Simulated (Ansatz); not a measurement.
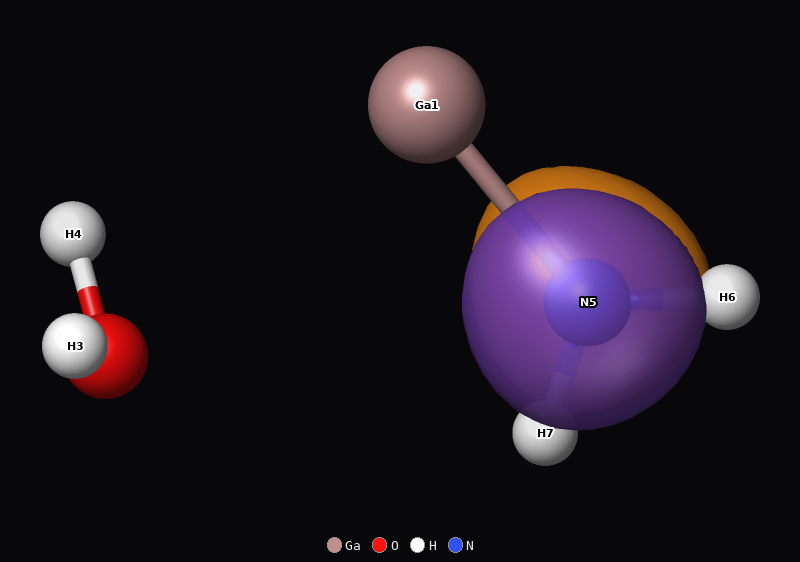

Figure 1: GaH$_{2}$N···H$_{2}$O. The HOMO−1 at ±0.2 Å⁻³ᐟ² (orange and purple are the two phases), seen across its widest extent.

Not at a stationary point (largest force 0.9 eV/Å).

These are results of RKS B3LYP/def2-SVP in Ansatz 0.2.0, not measurements.

```xyz
7

Ga   -0.2846   -1.3087   -0.7213
O     1.0611    0.5263    1.2061
H     0.8815    0.0210    2.0130
H     1.7097   -0.0515    0.7414
N    -1.6841   -0.0893   -0.9650
H    -2.5293   -0.2300   -1.5165
H    -1.6814    0.8508   -0.5693
```

Q: What is the character of this orbital?

A: By Hirshfeld shares it lies mainly on N5 (about 70 %) and Ga1 (about 20 %). Its energy is −6.36 eV.
